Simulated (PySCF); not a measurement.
HF···F···HF (SMILES [F-].F.F) (charge −1)

```xyz
5

F    -0.4183    0.1079   -0.5114
F    -0.8105   -2.0496   -1.3349
H    -0.5891   -0.8297   -0.8502
F    -1.1555   -4.0716   -0.2011
H    -1.0052   -3.1903   -0.6739
```

Geometry: PBE0-D3(BJ)/def2-SVPD.

These are results of wB97M-D3(BJ)/def2-TZVPD, SCF density, gas phase in PySCF, not measurements.

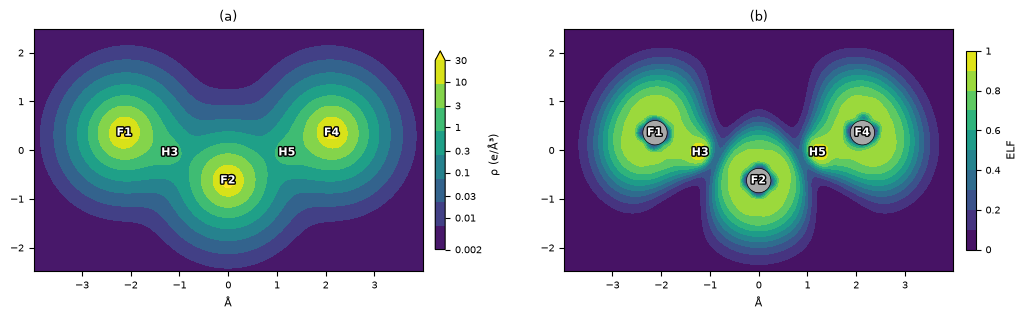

Figure 1. (a) electron density; (b) electron localisation function on the molecular plane. Grey discs cover the atomic cores in the ELF map.

Question: Interpret the plot.

Answer: Atoms in the plane: F and H. F2···H3 (1.33 Å): the density falls to about 0.69 e/Å³ on the way; the ELF dips to about 0.35 between them. F–H (1.01 Å): ρ at the midpoint is about 3.9 e/Å³; the ELF climbs to about 0.95 towards the hydrogen, as it does in any bond to H. The ELF also peaks beside F1 and F4, away from the bonds: lone-pair regions.

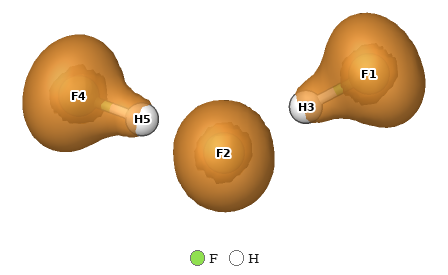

Figure 2. Isosurface of the electron localisation function at 0.75 (orange), seen at a tilt. Core shells and regions of very low density are left out.

Question: What do the ELF domains correspond to?

Answer: At this value the surface marks out one region wrapped around F (its valence shell) and two joined regions spread over several atoms (F, H), in which their bonds and any lone pairs are merged.
